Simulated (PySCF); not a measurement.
C2H6OSSi (SMILES CC(=O)[SiH2]S)

```csv
atom,x (Å),y (Å),z (Å)
C,-1.6054,-0.2444,-0.2686
C,-0.2548,-0.4405,0.3583
O,-0.0899,-1.1576,1.3205
Si,1.2914,0.4921,-0.3904
S,2.9230,-0.3303,0.6958
H,-1.8494,0.8292,-0.3177
H,-1.5809,-0.6119,-1.3079
H,-2.3749,-0.7842,0.3007
H,1.3683,0.2443,-1.8615
H,1.0879,1.9595,-0.1865
H,1.9994,-0.9916,1.4539
```

Geometry: PBE0-D3(BJ)/def2-SVP.

These are results of PySCF 2.14.0, PBE0/pcSseg-1, SCF density, gas phase, non-relativistic, not measurements.

Question: What can the converged electron density and electron localisation function tell about the bonding?

Answer: C–O (1.21 Å): ρ at the midpoint is about 3.3 e/Å³; the ELF peaks at about 0.85 between the atoms: a multiple bond.
C–C (1.50 Å): ρ at the midpoint is about 1.7 e/Å³; the ELF peaks at about 0.95 between the atoms; localised, covalent bonding.
C–Si (1.95 Å): ρ at the midpoint is about 0.88 e/Å³; the ELF peaks at about 1 between the atoms; localised, covalent bonding.
Si–S (2.13 Å): the density is about 0.86 e/Å³ at the midpoint; the ELF peaks at about 0.90 between the atoms, as expected for localised, covalent bonding.

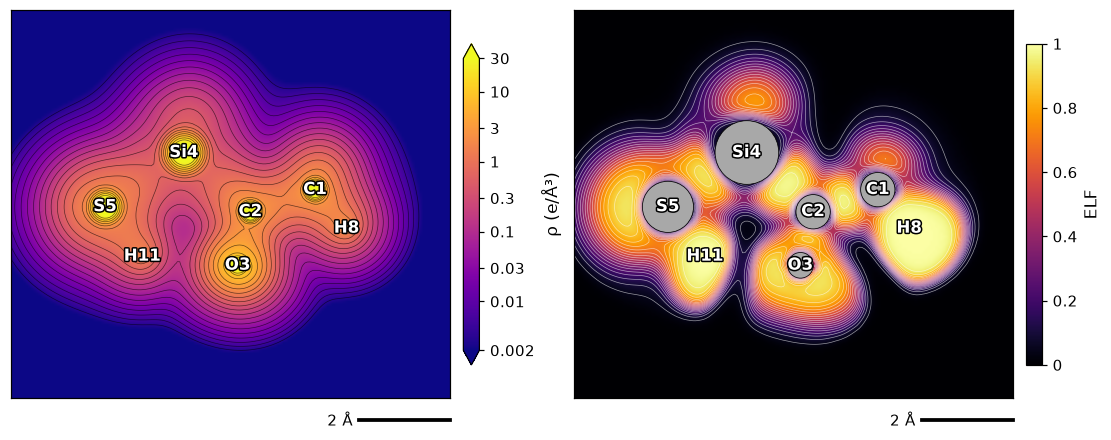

Computed electron density and electron localisation function on the plane of atoms C2, C1 and H8, in this order. Grey discs cover the atomic cores in the ELF map. 
